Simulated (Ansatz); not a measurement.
System: Sc$_{2}$W.

Input

```
crystal:
  lattice:
    - [0.0, 3.2577968733, 3.2577968733]
    - [3.2577968733, 0.0, 3.2577968733]
    - [3.2577968733, 3.2577968733, 0.0]
  atoms:
    - { symbol: Sc, position: [0.25, 0.25, 0.25] }
    - { symbol: Sc, position: [0.75, 0.75, 0.75] }
    - { symbol: W, position: [0.0, 0.0, 0.0] }
basis:
  ecutwfc: 420
kpoints:
  mp_grid: { grid: [12, 12, 12] }
hamiltonian:
  xc: pbe
scf:
  occupations: { method: gaussian, width: 0.1 }
output:
  forces: true
  stress: true
  eigenvalues: true
  write_density: true
  write_potential: true
  elf: true
  volumetric_format: npy
relax:
  adjacent_minimum: "off"
  f_tol: 0.01
  max_steps: 80
  cell: { stress_tol: 0.05 }
```

Run with:

```sh
ansatz run input.yaml --threads 1 --pin off --max-ram 2560MiB --backend cpu --events-out ev --progress --plain --runs-dir out
```

Below, planes, directions and counts refer to the conventional cell (a = 6.53 Å, b = 6.53 Å, c = 6.53 Å, α = 90.00°, β = 90.00°, γ = 90.00°).

The fields are those of the run's last geometry, not of the input's.

Space group Fm-3m; started from the fluorite_225 prototype, which need not be the ambient phase.

Method: Ansatz, DFT PBE, scalar-relativistic, plane waves, PAW.

### Predict the valence pseudo-density and electron localisation function between the atoms.

Sc–W (2.83 Å): ρ at the midpoint is about 0.28 e/Å³; the ELF is about 0.30 at the midpoint.

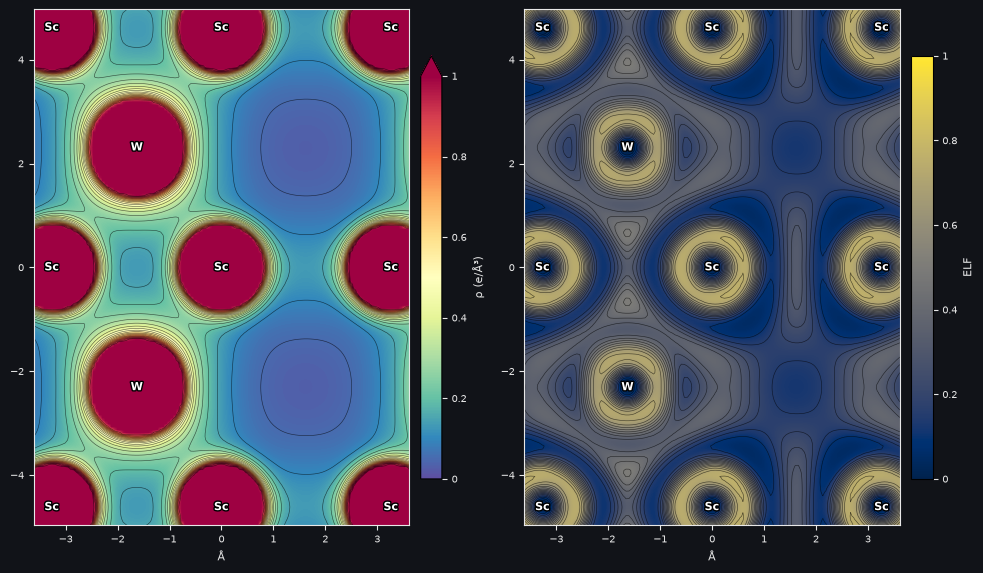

Computed valence pseudo-density and electron localisation function on the (101) plane of the conventional cell, in this order. 

The density is the valence pseudo-density of a PAW calculation; it isn't the true density close to the nuclei.
